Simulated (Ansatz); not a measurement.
# Molecular dynamics of C₂H₂F₂Si (part 1 of 2)

The run: molecular dynamics of C₂H₂F₂Si. Method and program: RKS PBE-d4/def2-SVP (Ansatz 0.2.0).

The geometry comes from this level: PBE0-D4/def2-TZVP. Figures and captions count atoms from 1; the log counts them from 0 in places.

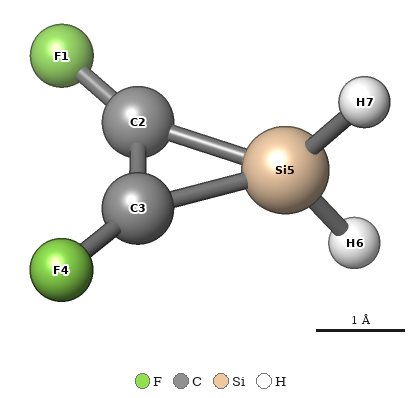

**Figure 1.** The structure as given in the input (ball-and-stick view, seen at a tilt; atoms are numbered from 1 in the order of the input).

Results in brief

| quantity | value |
| --- | --- |
| outcome | finished |
| mean temperature over the second half | 593 K |
| trajectory | 50 steps, 50 fs |
| ensemble | nvt_langevin |
| temperature in the input | 1000 K |
| time step | 1 fs |
| potential energy (last step) | −15394.7262 eV |
| mean-field energy (last step) | −15394.5932 eV |
| dispersion energy (last step) | −0.1330 eV |
| SCF solution under orbital rotations (last step) | stable |
| largest force (length of the vector) (last step) | 5.127 eV/Å |
| dipole moment (last step) | 1.60 D |
| hardware | 2 threads of Arm Neoverse V2, 23 GiB of memory available, shared host |
| wall time | 54 s (CPU time 1.7 min) |
| peak memory | 0.11 GiB |

Remarks

So short a trajectory is not equilibrated. The logged temperature at the start can lie below the typed one, since it is counted over all degrees of freedom. The temperature stays far from the 1000 K of the thermostat over the second half: the run isn't equilibrated.

Input
```yaml
crystal:
  periodic: [false, false, false]
  atoms:
    - {symbol: F, position_ang: [0.324470, -1.537610, 1.672047]}
    - {symbol: C, position_ang: [0.115338, -0.697262, 0.679256]}
    - {symbol: C, position_ang: [-0.484917, -0.692197, -0.501334]}
    - {symbol: F, position_ang: [-1.166772, -1.525013, -1.260969]}
    - {symbol: Si, position_ang: [0.271597, 0.920638, -0.136157]}
    - {symbol: H, position_ang: [-0.533516, 2.097381, 0.278251]}
    - {symbol: H, position_ang: [1.535000, 1.365962, -0.776596]}
basis:
  gaussian: {orbitals: def2-SVP}
hamiltonian: {xc: {name: PBE}, dispersion: d4}
md: {timestep: 1 fs, n_steps: 50, ensemble: nvt_langevin, temperature: 1000, initial_velocities: maxwell_boltzmann, friction: 0.01, seed: 202}
```

Launch command:
```bash
ansatz run in.yaml --threads 2 --pin off --events-out ev --progress --plain --max-ram 4352MiB
```

Output
```
Functional definition: PBE
  name "PBE"
  cite "Perdew, Burke & Ernzerhof, Phys. Rev. Lett. 77, 3865 (1996) doi:10.1103/PhysRevLett.77.3865"
  parent pbe
  parameter kappa = 0.804
  parameter beta = 0.06672455060314922
  exchange = pbe_x(kappa = kappa, mu = beta*pi^2/3)
  correlation = pbe_c(beta = beta)
924 factors; their error is unknown
mean field evaluation 1: about -15390.6755 eV, gradient 4.2e1 eV
mean field evaluation 2: about -15382.8401 eV, gradient 6.5e1 eV
mean field evaluation 4: about -15395.1310 eV, gradient 3.4e0 eV
mean field evaluation 8: about -15395.0726 eV, gradient 2.0e-1 eV
mean field evaluation 16: about -15395.0727 eV, gradient 6.4e-5 eV
mean field -15395.07266597 eV, -565.7584853192 hartree, gradient 6.4e-5 eV, S^2 0.000000; 0 other end points of the search recorded, 0 dependent functions left out
the calculation of the forces begins
reference -15395.07269129 eV, -565.7584862497 hartree; 23, 23 occupied and 61, 61 virtual orbitals, 924 factors
md step     0: t =     0.00 fs  T =   857.1 K  F+E_penalty+E_count = -15395.20622230 eV  E_kin = 0.775560 eV  (28 SCF iters)
these checks for a lower state are left out or cut short: starts, cluster_reference, orbital_swaps, neighbouring_geometries, increment
924 factors; their error is unknown
mean field -15395.04440578 eV, -565.7574467765 hartree, gradient 1.0e-5 eV, S^2 0.000000; 0 other end points of the search recorded, 0 dependent functions left out
the calculation of the forces begins
reference -15395.04443109 eV, -565.7574477065 hartree; 23, 23 occupied and 61, 61 virtual orbitals, 924 factors
md step     1: t =     1.00 fs  T =   835.6 K  F+E_penalty+E_count = -15395.17816463 eV  E_kin = 0.756110 eV  (30 SCF iters, 3 dispersion substeps)
[... from here on the SCF iterations and repeated set-up lines of each step are left out, up to the last step ...]
md step     2: t =     2.00 fs  T =   785.5 K  F+E_penalty+E_count = -15395.13852970 eV  E_kin = 0.710755 eV  (30 SCF iters, 3 dispersion substeps)
md step     3: t =     3.00 fs  T =   694.4 K  F+E_penalty+E_count = -15395.09961311 eV  E_kin = 0.628314 eV  (30 SCF iters, 3 dispersion substeps)
md step     4: t =     4.00 fs  T =   592.0 K  F+E_penalty+E_count = -15395.05966760 eV  E_kin = 0.535612 eV  (30 SCF iters, 3 dispersion substeps)
md step     5: t =     5.00 fs  T =   540.7 K  F+E_penalty+E_count = -15395.01376114 eV  E_kin = 0.489257 eV  (30 SCF iters, 3 dispersion substeps)
md step     6: t =     6.00 fs  T =   515.3 K  F+E_penalty+E_count = -15394.96328311 eV  E_kin = 0.466285 eV  (30 SCF iters, 3 dispersion substeps)
md step     7: t =     7.00 fs  T =   526.5 K  F+E_penalty+E_count = -15394.91021868 eV  E_kin = 0.476388 eV  (30 SCF iters, 3 dispersion substeps)
md step     8: t =     8.00 fs  T =   372.8 K  F+E_penalty+E_count = -15394.86900531 eV  E_kin = 0.337287 eV  (31 SCF iters, 3 dispersion substeps)
md step     9: t =     9.00 fs  T =   360.7 K  F+E_penalty+E_count = -15394.85055192 eV  E_kin = 0.326359 eV  (31 SCF iters, 3 dispersion substeps)
md step    10: t =    10.00 fs  T =   378.5 K  F+E_penalty+E_count = -15394.85619446 eV  E_kin = 0.342512 eV  (31 SCF iters, 3 dispersion substeps)
md step    11: t =    11.00 fs  T =   396.6 K  F+E_penalty+E_count = -15394.88225693 eV  E_kin = 0.358875 eV  (31 SCF iters, 3 dispersion substeps)
md step    12: t =    12.00 fs  T =   487.1 K  F+E_penalty+E_count = -15394.91693173 eV  E_kin = 0.440695 eV  (31 SCF iters, 3 dispersion substeps)
md step    13: t =    13.00 fs  T =   532.0 K  F+E_penalty+E_count = -15394.95090799 eV  E_kin = 0.481391 eV  (31 SCF iters, 3 dispersion substeps)
md step    14: t =    14.00 fs  T =   498.7 K  F+E_penalty+E_count = -15394.97505578 eV  E_kin = 0.451264 eV  (31 SCF iters, 3 dispersion substeps)
md step    15: t =    15.00 fs  T =   514.5 K  F+E_penalty+E_count = -15394.98776795 eV  E_kin = 0.465518 eV  (31 SCF iters, 3 dispersion substeps)
md step    16: t =    16.00 fs  T =   512.5 K  F+E_penalty+E_count = -15394.99260978 eV  E_kin = 0.463754 eV  (31 SCF iters, 3 dispersion substeps)
md step    17: t =    17.00 fs  T =   572.4 K  F+E_penalty+E_count = -15394.99654777 eV  E_kin = 0.517944 eV  (32 SCF iters, 3 dispersion substeps)
md step    18: t =    18.00 fs  T =   601.8 K  F+E_penalty+E_count = -15394.99433983 eV  E_kin = 0.544535 eV  (30 SCF iters, 3 dispersion substeps)
md step    19: t =    19.00 fs  T =   541.0 K  F+E_penalty+E_count = -15394.97870659 eV  E_kin = 0.489545 eV  (32 SCF iters, 3 dispersion substeps)
md step    20: t =    20.00 fs  T =   505.5 K  F+E_penalty+E_count = -15394.95449037 eV  E_kin = 0.457367 eV  (32 SCF iters, 3 dispersion substeps)
md step    21: t =    21.00 fs  T =   515.1 K  F+E_penalty+E_count = -15394.92106750 eV  E_kin = 0.466059 eV  (32 SCF iters, 3 dispersion substeps)
md step    22: t =    22.00 fs  T =   421.5 K  F+E_penalty+E_count = -15394.87709917 eV  E_kin = 0.381374 eV  (32 SCF iters, 3 dispersion substeps)
md step    23: t =    23.00 fs  T =   347.4 K  F+E_penalty+E_count = -15394.84021005 eV  E_kin = 0.314299 eV  (31 SCF iters, 3 dispersion substeps)
md step    24: t =    24.00 fs  T =   376.6 K  F+E_penalty+E_count = -15394.81838445 eV  E_kin = 0.340715 eV  (30 SCF iters, 3 dispersion substeps)
md step    25: t =    25.00 fs  T =   323.9 K  F+E_penalty+E_count = -15394.81447874 eV  E_kin = 0.293063 eV  (30 SCF iters, 3 dispersion substeps)
md step    26: t =    26.00 fs  T =   384.7 K  F+E_penalty+E_count = -15394.83712907 eV  E_kin = 0.348128 eV  (31 SCF iters, 3 dispersion substeps)
md step    27: t =    27.00 fs  T =   414.1 K  F+E_penalty+E_count = -15394.87180040 eV  E_kin = 0.374717 eV  (31 SCF iters, 3 dispersion substeps)
md step    28: t =    28.00 fs  T =   373.6 K  F+E_penalty+E_count = -15394.89723032 eV  E_kin = 0.338039 eV  (31 SCF iters, 3 dispersion substeps)
md step    29: t =    29.00 fs  T =   424.5 K  F+E_penalty+E_count = -15394.90594109 eV  E_kin = 0.384118 eV  (32 SCF iters, 3 dispersion substeps)
md step    30: t =    30.00 fs  T =   422.7 K  F+E_penalty+E_count = -15394.89282227 eV  E_kin = 0.382481 eV  (32 SCF iters, 3 dispersion substeps)
md step    31: t =    31.00 fs  T =   493.7 K  F+E_penalty+E_count = -15394.87547744 eV  E_kin = 0.446667 eV  (31 SCF iters, 3 dispersion substeps)
md step    32: t =    32.00 fs  T =   561.4 K  F+E_penalty+E_count = -15394.87405544 eV  E_kin = 0.508001 eV  (30 SCF iters, 3 dispersion substeps)
md step    33: t =    33.00 fs  T =   627.0 K  F+E_penalty+E_count = -15394.89498459 eV  E_kin = 0.567324 eV  (31 SCF iters, 3 dispersion substeps)
md step    34: t =    34.00 fs  T =   714.1 K  F+E_penalty+E_count = -15394.92565180 eV  E_kin = 0.646137 eV  (31 SCF iters, 3 dispersion substeps)
md step    35: t =    35.00 fs  T =   753.3 K  F+E_penalty+E_count = -15394.93765462 eV  E_kin = 0.681584 eV  (31 SCF iters, 3 dispersion substeps)
md step    36: t =    36.00 fs  T =   815.1 K  F+E_penalty+E_count = -15394.92296835 eV  E_kin = 0.737532 eV  (31 SCF iters, 3 dispersion substeps)
md step    37: t =    37.00 fs  T =   744.4 K  F+E_penalty+E_count = -15394.88698870 eV  E_kin = 0.673587 eV  (31 SCF iters, 3 dispersion substeps)
md step    38: t =    38.00 fs  T =   653.6 K  F+E_penalty+E_count = -15394.84803158 eV  E_kin = 0.591384 eV  (28 SCF iters, 3 dispersion substeps)
md step    39: t =    39.00 fs  T =   574.2 K  F+E_penalty+E_count = -15394.82270854 eV  E_kin = 0.519581 eV  (31 SCF iters, 3 dispersion substeps)
md step    40: t =    40.00 fs  T =   534.1 K  F+E_penalty+E_count = -15394.82287443 eV  E_kin = 0.483232 eV  (31 SCF iters, 3 dispersion substeps)
md step    41: t =    41.00 fs  T =   637.9 K  F+E_penalty+E_count = -15394.85073822 eV  E_kin = 0.577144 eV  (30 SCF iters, 3 dispersion substeps)
md step    42: t =    42.00 fs  T =   768.4 K  F+E_penalty+E_count = -15394.89420200 eV  E_kin = 0.695268 eV  (30 SCF iters, 3 dispersion substeps)
md step    43: t =    43.00 fs  T =   858.4 K  F+E_penalty+E_count = -15394.92811152 eV  E_kin = 0.776712 eV  (31 SCF iters, 3 dispersion substeps)
md step    44: t =    44.00 fs  T =   804.0 K  F+E_penalty+E_count = -15394.91200328 eV  E_kin = 0.727467 eV  (31 SCF iters, 3 dispersion substeps)
md step    45: t =    45.00 fs  T =   744.5 K  F+E_penalty+E_count = -15394.84151516 eV  E_kin = 0.673617 eV  (31 SCF iters, 3 dispersion substeps)
md step    46: t =    46.00 fs  T =   585.4 K  F+E_penalty+E_count = -15394.74848434 eV  E_kin = 0.529639 eV  (31 SCF iters, 3 dispersion substeps)
md step    47: t =    47.00 fs  T =   543.4 K  F+E_penalty+E_count = -15394.69052838 eV  E_kin = 0.491673 eV  (30 SCF iters, 3 dispersion substeps)
md step    48: t =    48.00 fs  T =   585.0 K  F+E_penalty+E_count = -15394.68710444 eV  E_kin = 0.529290 eV  (30 SCF iters, 3 dispersion substeps)
md step    49: t =    49.00 fs  T =   522.3 K  F+E_penalty+E_count = -15394.70673163 eV  E_kin = 0.472581 eV  (30 SCF iters, 3 dispersion substeps)
these checks for a lower state are left out or cut short: starts, cluster_reference, orbital_swaps, neighbouring_geometries, increment
924 factors; their error is unknown
mean field -15394.59320060 eV, -565.7408652922 hartree, gradient 1.6e-5 eV, S^2 0.000000; 0 other end points of the search recorded, 0 dependent functions left out
the calculation of the forces begins
reference -15394.59322603 eV, -565.7408662267 hartree; 23, 23 occupied and 61, 61 virtual orbitals, 924 factors
924 factors; their error is unknown
mean field evaluation 416: about -15394.6717 eV, gradient 3.7e-2 eV
mean field -15394.59320060 eV, -565.7408652922 hartree, gradient 1.7e-5 eV, S^2 0.000000; 1 other end points of the search recorded, 0 dependent functions left out
the calculation of the forces begins
reference -15394.59322603 eV, -565.7408662267 hartree; 23, 23 occupied and 61, 61 virtual orbitals, 924 factors
md step    50: t =    50.00 fs  T =   545.8 K  F+E_penalty+E_count = -15394.72616080 eV  E_kin = 0.493888 eV  (28 SCF iters, 3 dispersion substeps)
```

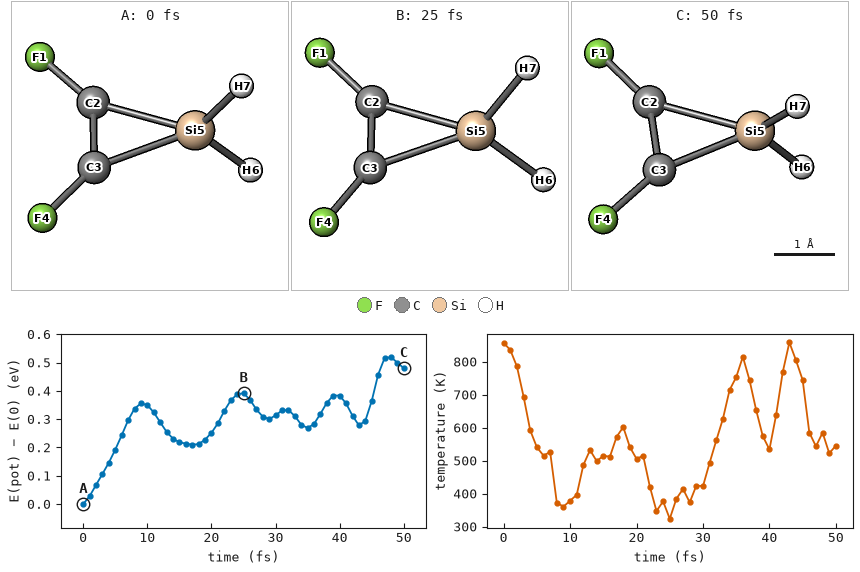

**Figure 2.** Frames of the molecular dynamics (ball-and-stick, seen at a tilt) above the curves, on which the letters mark them. The trajectory kept here has 51 frames over 50 fs. The temperature starts at 857 K, ranges from 324 to 858 K and averages 593 K over the second half. The potential energy ends 0.480 eV above its first value. After an unweighted best fit of the last frame on the first, the root-mean-square displacement is 0.16 Å, and H7 has moved furthest (0.27 Å).

```
Total energy: -15394.72618623 eV, -565.7457524238 hartree
Atom 0 at     0.590693    -1.820214     1.596472 Å, force    -0.366608     0.318929    -0.899558 eV/Å
Atom 1 at     0.207226    -0.895489     0.705749 Å, force    -0.631405     1.717134    -1.710925 eV/Å
Atom 2 at    -0.531193    -0.590175    -0.447486 Å, force     0.021656    -4.836175     1.700675 eV/Å
Atom 3 at    -1.275686    -1.406275    -1.230922 Å, force     0.038774     0.928995     0.022843 eV/Å
Atom 4 at     0.231362     0.890236     0.096107 Å, force     0.148268     0.984065     1.085135 eV/Å
Atom 5 at    -0.587654     1.818251     0.972839 Å, force     0.329941     0.350890    -0.355591 eV/Å
Atom 6 at     1.149885     1.455747    -0.923685 Å, force     0.459374     0.536162     0.157419 eV/Å
Dipole moment:     0.121590     0.310157     0.017895 e Å
```

Trajectory as extended XYZ (Å, eV, eV/Å), 28 of the 51 frames kept, from step=0 to step=50
```
7
Properties=species:S:1:pos:R:3:forces:R:3 step=0 time_fs=0.0 energy=-15395.20622 temperature=857.1
F     0.3245   -1.5376    1.6720    0.1357  -0.3050   0.4775
C     0.1153   -0.6973    0.6793    0.3222  -0.2380   0.7968
C    -0.4849   -0.6922   -0.5013   -0.4548  -0.2313  -0.7315
F    -1.1668   -1.5250   -1.2610   -0.3070  -0.3013  -0.3930
Si    0.2716    0.9206   -0.1362    0.1912   0.6765  -0.0942
H    -0.5335    2.0974    0.2783   -0.1907   0.2870   0.0982
H     1.5350    1.3660   -0.7766    0.3035   0.1122  -0.1538
7
Properties=species:S:1:pos:R:3:forces:R:3 step=2 time_fs=2.0 energy=-15395.13853 temperature=785.5
F     0.3517   -1.5454    1.6735   -0.0155  -0.2077   0.0980
C     0.1060   -0.7182    0.6674    0.6540   0.1443   1.4282
C    -0.5134   -0.6747   -0.4938   -0.2712  -0.4752  -0.7208
F    -1.1648   -1.5080   -1.2599   -0.7147  -0.6105  -0.8461
Si    0.2692    0.9183   -0.1359   -0.3300   0.2142   0.3964
H    -0.5925    2.0478    0.2676   -0.1126   0.5095   0.0948
H     1.5443    1.3023   -0.7131    0.7900   0.4254  -0.4505
7
Properties=species:S:1:pos:R:3:forces:R:3 step=4 time_fs=4.0 energy=-15395.05967 temperature=592.0
F     0.3755   -1.5576    1.6780   -0.1711   0.0120  -0.3448
C     0.1016   -0.7346    0.6596    0.8110   0.2727   1.8663
C    -0.5401   -0.6633   -0.4867    0.1501  -0.4665  -0.3527
F    -1.1623   -1.4914   -1.2580   -1.1683  -1.0353  -1.3673
Si    0.2654    0.9150   -0.1365   -0.2214   0.2709   0.5452
H    -0.6615    2.0084    0.2688    0.1867   0.4713  -0.0061
H     1.5911    1.2517   -0.6727    0.4131   0.4748  -0.3405
7
Properties=species:S:1:pos:R:3:forces:R:3 step=6 time_fs=6.0 energy=-15394.96328 temperature=515.3
F     0.3968   -1.5691    1.6805   -0.2541   0.0940  -0.5689
C     0.1033   -0.7503    0.6567    0.6641   0.4899   1.7107
C    -0.5660   -0.6562   -0.4802    0.7869  -0.3307   0.3362
F    -1.1632   -1.4793   -1.2572   -1.5347  -1.3945  -1.7969
Si    0.2632    0.9133   -0.1321    0.2294   0.2760   0.5078
H    -0.7179    1.9731    0.2816    0.4453   0.4513  -0.0841
H     1.6545    1.2232   -0.6413   -0.3369   0.4140  -0.1046
7
Properties=species:S:1:pos:R:3:forces:R:3 step=7 time_fs=7.0 energy=-15394.91022 temperature=526.5
F     0.4070   -1.5756    1.6814   -0.2820   0.1194  -0.6287
C     0.1041   -0.7557    0.6593    0.4758   0.5944   1.4228
C    -0.5799   -0.6528   -0.4765    1.1838  -0.2245   0.8138
F    -1.1642   -1.4736   -1.2574   -1.6799  -1.5577  -1.9786
Si    0.2613    0.9134   -0.1278    0.5160   0.2336   0.4645
H    -0.7347    1.9622    0.2858    0.5027   0.4759  -0.0927
H     1.6877    1.2200   -0.6226   -0.7164   0.3588  -0.0011
```
